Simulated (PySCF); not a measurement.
C4H6, SMILES `C=CC=C`.

PySCF calculation, 6-31G* basis, gas phase; geometry: GFN2-xTB. No frequency check shows the geometry to be a minimum.

Input script:

```python
import numpy as np
from pyscf import gto, scf, dft, mcscf, mrpt
from pyscf.mcscf import avas

def solve(mol, dm0=None, hcore=None):
    mf = scf.ROHF(mol) if mol.spin else scf.RHF(mol)
    mf = mf.density_fit(auxbasis='def2-universal-jkfit')
    mf.conv_tol, mf.max_cycle = 1e-8, 80
    if hcore is not None:
        mf.get_hcore = lambda *args: hcore
    mf.kernel(dm0)
    if not mf.converged:
        mf = mf.newton().run(mf.mo_coeff, mf.mo_occ, max_cycle=30)
    assert mf.converged, 'SCF not converged'
    return mf

mol = gto.M(atom='''
C     -1.82815    -0.10737     0.00000
C     -0.60129     0.40223     0.00000
C      0.60129    -0.40223     0.00000
C      1.82815     0.10737     0.00000
H     -2.70645     0.51499     0.00000
H     -1.99591    -1.17225     0.00000
H     -0.45594     1.47499     0.00000
H      0.45594    -1.47499     0.00000
H      2.70645    -0.51499     0.00000
H      1.99591     1.17225     0.00000
''', basis='6-31g*', charge=0, spin=0, verbose=4)
mf = solve(mol)
ncas, nel, orbs = avas.avas(mf, ['C 2pz'], threshold=0.5, openshell_option=3)
print('active space', nel, ncas)
assert 2 <= ncas <= 10, 'active space too large or empty'
mc = mcscf.CASSCF(mf, ncas, nel)
mc.natorb, mc.max_cycle_macro = True, 60
mc.fix_spin_(ss=mol.spin / 2 * (mol.spin / 2 + 1))
mc.kernel(orbs)
occ = mc.mo_occ[mc.ncore:mc.ncore + ncas]
print('natural occupations', occ.round(4))
e2 = mrpt.NEVPT(mc).kernel()
out = dict(c=mc.mo_coeff[:, mc.ncore:mc.ncore + ncas], occ=occ, e=mc.e_tot, e2=e2, ehf=mf.e_tot, ok=mc.converged, nel=nel, w0=abs(mc.ci).max() ** 2, dm=mc.make_rdm1())
# the other spin state at the same geometry
other = mol.copy().set(spin=2).build()
mo = scf.ROHF(other).density_fit(auxbasis='def2-universal-jkfit').run()
na = (nel + other.spin) // 2
m2 = mcscf.CASSCF(mo, ncas, (na, nel - na))
m2.natorb = True
m2.fix_spin_(ss=other.spin / 2 * (other.spin / 2 + 1))
m2.kernel(mc.mo_coeff)
e2o = mrpt.NEVPT(m2).kernel()
print('other state above this one / eV: CASSCF', (m2.e_tot - mc.e_tot) * 27.211386, 'NEVPT2', (m2.e_tot + e2o - mc.e_tot - e2) * 27.211386)
np.savez('result.npz', eo=m2.e_tot, e2o=e2o, oko=m2.converged, occo=m2.mo_occ[mc.ncore:mc.ncore + ncas], co=m2.mo_coeff[:, mc.ncore:mc.ncore + ncas], **out)
```

Command:

```sh
OMP_NUM_THREADS=1 python input.py
```

The run took 7.5 s on 1 thread of Arm Neoverse V2, on a shared host, peak memory 0.17 GiB.

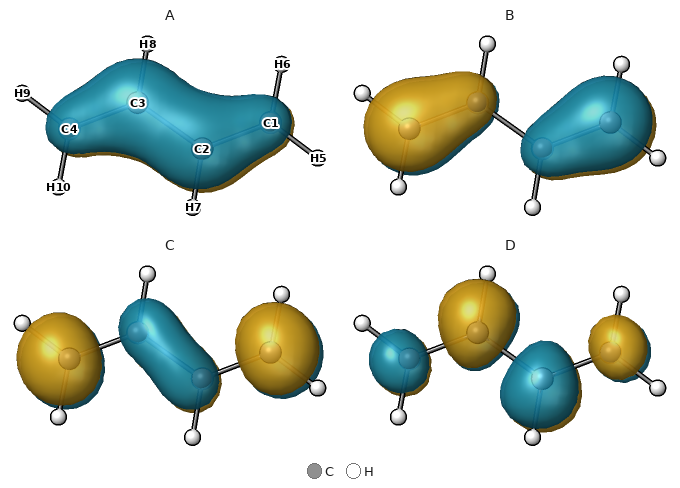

Natural orbitals of the π active space, CASSCF(4,4), triplet state at the geometry of the singlet, in order of falling occupation.

Question: What are the natural occupation numbers?

Answer: A 1.87, B 1.07, C 0.93, D 0.13.

Question: Where does the lowest triplet lie relative to the singlet, at this geometry and within this active space?

Answer: 3.56 eV above it by strongly contracted NEVPT2 (+3.49 eV by CASSCF); a small basis tends to put such gaps a few tenths of an eV too high. This is a vertical energy for π states alone; a state that uses lone pairs or σ orbitals may lie lower.
